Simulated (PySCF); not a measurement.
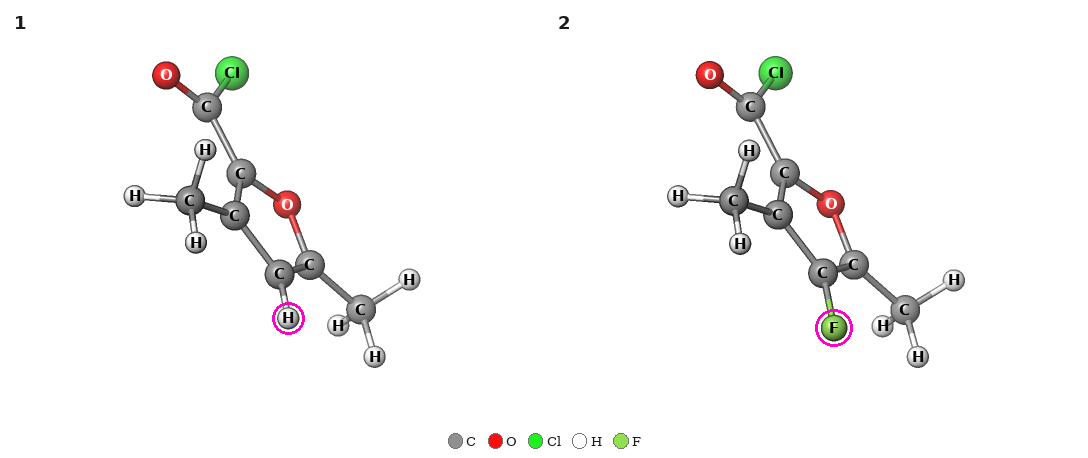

2 molecules with one skeleton, seen from the same side and at one scale; the atom that differs is circled. Each species is neutral and a spin singlet. Computed geometries: GFN2-xTB optimisations, one conformation each. Properties computed with PySCF 2.14.0.

One atom differs, called X below: H in panel 1, F in panel 2. Their formulas are C7H7ClO2 (`Cc1cc(C)c(C(=O)Cl)o1`), C7H6ClFO2 (`Cc1oc(C(=O)Cl)c(C)c1F`).

In which is the length of X–C larger (GFN2-xTB)?

In panel 2 (X = F).

In which is the GIAO shielding of the C bonded to X larger (PBE0/pcSseg-1)?

In panel 1 (X = H).

Give the values. With GFN2-xTB: length of X–C (Å), mean angle C–C–X (°). With PBE0/pcSseg-1: dipole moment (D), HOMO energy (Kohn–Sham orbital) (eV), HOMO–LUMO gap (eV), Hirshfeld charge of X (e), GIAO shielding of the C bonded to X (ppm).

```
                                 quantity  1 (H)  2 (F)   2 − 1
                        length of X–C (Å)  1.071  1.338  +0.267
                     mean angle C–C–X (°)  126.5  125.7    −0.8
                        dipole moment (D)   5.32   3.86   −1.46
     HOMO energy (Kohn–Sham orbital) (eV)  −7.10  −7.23   −0.13
                       HOMO–LUMO gap (eV)   5.27   5.16   −0.11
                Hirshfeld charge of X (e)   0.06  −0.07   −0.13
GIAO shielding of the C bonded to X (ppm)   65.9   26.4   −39.5
```
